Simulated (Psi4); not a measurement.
# MP2/def2-SV(P) (density fitting, core potential, density fitting for correlation, sweep point 1) run of CH5FOSn (SMILES [CH3][SnH]([OH])[F])

What is the energy change on altering one bond length of CH5FOSn at MP2/def2-SV(P) (density fitting, core potential, density fitting for correlation, sweep point 1)? 

The results are computed with Psi4 1.11.

## (1) The system as given

The species is CH5FOSn (9 atoms), meant as a singlet with charge 0. SMILES: `[CH3][SnH]([OH])[F]`. The shape is that of a PBE0-D4/def2-TZVP optimisation. This is one conformer, not always the lowest.

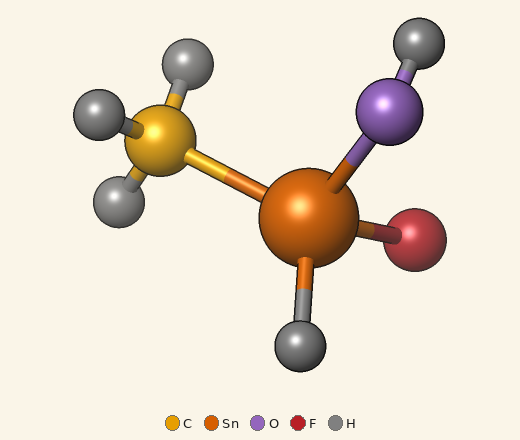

Viewed from a chosen angle; carbon amber, tin orange, oxygen purple, fluorine red, hydrogen grey.

## (2) A single-point energy at MP2/def2-SV(P) (density fitting, core potential, density fitting for correlation, sweep point 1)

Input file input.inp:

```
memory 1.6 GB

molecule {
  0 1
  C     -0.348000     1.320900    -0.172600
  Sn    -0.271200    -0.757400     0.237600
  O      1.527400    -1.346400     0.725000
  F     -0.613200    -1.596000    -1.464600
  H     -1.361700     1.603400    -0.455800
  H     -0.043600     1.885400     0.708500
  H      0.329800     1.539100    -0.997600
  H     -1.308700    -1.477000     1.371800
  H      2.177700    -1.218400     0.030600
  symmetry c1
}

set basis def2-SV(P)
set puream true
set scf_type df
set num_frozen_docc 7

result, w = energy('mp2', return_wfn=True)
```

Command:

```
$ psi4 -i input.inp -o input.out -n 1
```

input.out, shortened:

```text
[...]
    !!!  WARNING: ECP capability is in beta. Please check occupations closely.  !!!
[...]
  Running in c1 symmetry.
[...]
  Nuclear repulsion =  217.047786034856898
[...]
  Multiplicity = 1
[...]
  Nalpha       = 25
  Nbeta        = 25
[...]
    Number of basis functions: 78
[...]
   @DF-RHF iter   1:  -428.06034974453382   -2.40788e+00   8.62144e-03 ADIIS/DIIS
[...]
   @DF-RHF iter  12:  -428.26267568416358   -6.59384e-12   5.34602e-09 DIIS
[...]
    Orbital Energies [Eh]
    ---------------------
    Doubly Occupied:
       1A    -26.216333     2A    -20.536351     3A    -11.247134
       4A     -5.899011     5A     -4.091019     6A     -4.089725
       7A     -4.087716     8A     -1.487864     9A     -1.380096
      10A     -1.358767    11A     -1.355581    12A     -1.353724
      13A     -1.344832    14A     -1.257233    15A     -0.951447
      16A     -0.701281    17A     -0.630902    18A     -0.599103
      19A     -0.592198    20A     -0.584780    21A     -0.582932
      22A     -0.540401    23A     -0.497490    24A     -0.492257
      25A     -0.436397
[...]
  @DF-RHF Final Energy:  -428.26267568416358
   => Energetics <=
    Nuclear Repulsion Energy =            217.0477860348568981
    One-Electron Energy =               -1105.9917761029096255
    Two-Electron Energy =                 460.6813143838891165
    Total Energy =                       -428.2626756841635824
[...]
 Multipole Moments:
 ------------------------------------------------------------------------------------
     Multipole            Electronic (a.u.)      Nuclear  (a.u.)        Total (a.u.)
 ------------------------------------------------------------------------------------
 L = 1.  Multiply by 2.5417464519 to convert [e a0] to [Debye]
 Dipole X            :        -10.4456497           10.3066047           -0.1390450
 Dipole Y            :         -7.5969337            8.7997235            1.2027898
 Dipole Z            :         11.0892771          -10.7487494            0.3405277
 Magnitude           :                                                    1.2577742
[...]
```

It took 6.6 s on 1 thread of Intel Xeon at 2.50GHz (Skylake/Cascade Lake), shared host; peak memory 0.22 GiB.

## (3) The distorted shape

Input file input.inp:

```
memory 1600 mb

molecule m {
  0 1
  C     -0.890223     1.146346     0.487379
  Sn    -0.813423    -0.931954     0.897579
  O      0.985177    -1.520954     1.384979
  F     -1.155423    -1.770554    -0.804621
  H     -1.903923     1.428846     0.204179
  H     -0.585823     1.710846     1.368479
  H      0.329800     1.539100    -0.997600
  H     -1.850923    -1.651554     2.031779
  H      1.635477    -1.392954     0.690579
  symmetry c1
}

set {
  basis           def2-SV(P)
  puream          true
  scf_type        df
  num_frozen_docc 7
}

result = energy('mp2')
```

Command:

```
$ psi4 -n 1 input.inp input.out
```

input.out, shortened:

```text
[...]
    !!!  WARNING: ECP capability is in beta. Please check occupations closely.  !!!
[...]
  Running in c1 symmetry.
[...]
  Nuclear repulsion =  214.468471163906969
[...]
  Multiplicity = 1
[...]
  Nalpha       = 25
  Nbeta        = 25
[...]
    Number of basis functions: 78
[...]
   @DF-RHF iter   1:  -427.88414742002578   -2.59302e+00   8.84736e-03 ADIIS/DIIS
[...]
   @DF-RHF iter  13:  -428.12030941566093   -2.89901e-12   3.58582e-09 DIIS
[...]
    Orbital Energies [Eh]
    ---------------------
    Doubly Occupied:
       1A    -26.218592     2A    -20.539032     3A    -11.314822
       4A     -5.907477     5A     -4.099460     6A     -4.098207
       7A     -4.096379     8A     -1.490542     9A     -1.387380
      10A     -1.367522    11A     -1.364092    12A     -1.361998
      13A     -1.352230    14A     -1.260378    15A     -0.929648
      16A     -0.704698    17A     -0.634599    18A     -0.608255
      19A     -0.594932    20A     -0.590516    21A     -0.546678
      22A     -0.506343    23A     -0.496552    24A     -0.468629
      25A     -0.400479
[...]
  @DF-RHF Final Energy:  -428.12030941566093
   => Energetics <=
    Nuclear Repulsion Energy =            214.4684711639069690
    One-Electron Energy =               -1100.4986819610899147
    Two-Electron Energy =                 457.9099013815219905
    Total Energy =                       -428.1203094156609268
[...]
 Multipole Moments:
 ------------------------------------------------------------------------------------
     Multipole            Electronic (a.u.)      Nuclear  (a.u.)        Total (a.u.)
 ------------------------------------------------------------------------------------
 L = 1.  Multiply by 2.5417464519 to convert [e a0] to [Debye]
 Dipole X            :        -11.4021412           11.0309485           -0.3711927
 Dipole Y            :         -7.9924447            9.0329063            1.0404617
 Dipole Z            :         12.2741812          -11.6304009            0.6437803
 Magnitude           :                                                    1.2785920
[...]
```

It took 6.9 s on 1 thread of Intel Xeon at 2.50GHz (Skylake/Cascade Lake), shared host; peak memory 0.22 GiB.

## (4) Summary of results

At MP2/def2-SV(P) (density fitting, core potential, density fitting for correlation, sweep point 1), 7 core orbitals frozen:

| quantity | value |
| --- | --- |
| first shape: total energy | -428.86456 Eh |
| first shape: HOMO energy (Hartree–Fock orbitals) | -11.87 eV |
| first shape: LUMO energy (Hartree–Fock orbitals) | 3.33 eV |
| first shape: HOMO–LUMO gap (Hartree–Fock orbitals) | 15.20 eV |
| first shape: correlation energy (7 core orbitals frozen) | -601.9 mEh |
| distorted shape: total energy | -428.73674 Eh |
| distorted shape: HOMO energy (Hartree–Fock orbitals) | -10.90 eV |
| distorted shape: LUMO energy (Hartree–Fock orbitals) | 0.91 eV |
| distorted shape: HOMO–LUMO gap (Hartree–Fock orbitals) | 11.80 eV |
| distorted shape: correlation energy (7 core orbitals frozen) | -616.4 mEh |
| energy change with the C1–H7 bond stretched from 1.090 to 1.962 Å | 3.478 eV |

With the C1–H7 bond stretched from 1.090 to 1.962 Å the energy rises by 3.48 eV (336 kJ/mol). The first shape isn't relaxed at this level, so the change isn't measured from a minimum. A restricted reference can't describe the breaking bond well at this length.
